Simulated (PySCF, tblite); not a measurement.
**C3H9B3OS: geometry, infrared bands and NMR shifts**

Aim: predict the infrared bands and NMR shifts of C3H9B3OS (`COB1CB(C)BS1`).

Programs: tblite 0.8.0 and PySCF 2.14.0, with density-fitted response routines of our own. Each step states its level of theory. These are calculated values for one molecule in the gas phase, unless marked as measured. Atoms are numbered from 0 throughout.

### Step 1. The molecule as given

17 atoms, charge 0, multiplicity 1; geometry from: force field or distance geometry start.

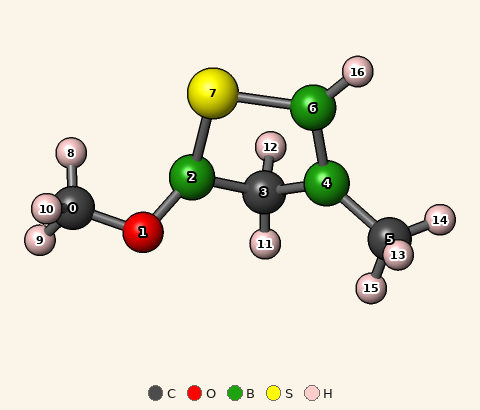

As it starts; carbon dark grey, oxygen red, boron green, sulfur yellow, hydrogen pink, atoms numbered.

### Step 2. Geometry optimisation with GFN2-xTB

Job settings and geometry (Å):

```
{"job": {"kind": "relax", "xc": "GFN2-xTB", "basis": "xTB"}, "charge": 0, "multiplicity": 1}
C      3.263400     0.205200    -0.063300
O      1.966000     0.687800     0.138600
B      0.977900    -0.263000    -0.350400
C     -0.429800     0.154500    -1.012000
B     -1.522900    -0.129200     0.144100
C     -2.660700     0.924300     0.521200
B     -1.257100    -1.648900     0.720800
S      0.608600    -1.946700     0.453300
H      3.228800    -0.764800    -0.620800
H      3.850500     0.882800    -0.716400
H      3.831400     0.081000     0.884200
H     -0.453000     1.177500    -1.369000
H     -0.632600    -0.602000    -1.793600
H     -2.726800     1.082200     1.622800
H     -3.646500     0.630700     0.178400
H     -2.322000     1.901400     0.102700
H     -2.082300    -2.360800     1.149400
```

The run is started by

```console
> OMP_NUM_THREADS=1 python probes_run.py task.json out
```

This one command runs all jobs of the session in turn.

**Question.** This job is followed by: GFN2-xTB harmonic vibrations, gas phase; GIAO PBE0/pcSseg-1 NMR shielding, non-relativistic, gas phase. What will the session give for the following? strongest single infrared mode (GFN2-xTB); zero-point energy (GFN2-xTB); 13C shifts against TMS (PBE0/pcSseg-1); 1H shifts against TMS (PBE0/pcSseg-1, means over atoms taken as alike); 17O shifts against H2O (PBE0/pcSseg-1); 11B shifts against BF3·OEt2 (PBE0/pcSseg-1); 33S shifts against CS2 (PBE0/pcSseg-1).

As calculated:

| quantity | value |
| --- | --- |
| strongest single infrared mode (GFN2-xTB) | 1328 cm⁻¹, 430 km/mol |
| zero-point energy (GFN2-xTB) | 79.0 kcal/mol |
| 13C shifts against TMS (PBE0/pcSseg-1) | 57.8, 41.9, 15.8 ppm |
| 1H shifts against TMS (PBE0/pcSseg-1, means over atoms taken as alike) | 8.78, 4.23, 1.71, 1.27 ppm |
| 17O shifts against H2O (PBE0/pcSseg-1) | 153.8 ppm |
| 11B shifts against BF3·OEt2 (PBE0/pcSseg-1) | 94.3, 85.0, 45.7 ppm |
| 33S shifts against CS2 (PBE0/pcSseg-1) | 213 ppm |

Over 66 steps the energy fell by 1.420 eV; of the close pairs, O1–B2 changed most, 1.456 to 1.322 Å. The lowest mode is imaginary (92i cm⁻¹), so the xTB geometry is not a minimum. The strongest single mode, at 1328 cm⁻¹, moves mainly B2 and O1. GFN2-xTB is a fitted tight-binding method: band positions and strengths are rough. Its intensities can rank the bands wrongly. C0 (methyl carbon bonded to O) lies farthest downfield among carbon, at 57.8 ppm; deshielded by the electronegative neighbour. At PBE0/pcSseg-1: Shielding is most anisotropic at S7 (span 766 ppm, paramagnetic term -770 ppm).
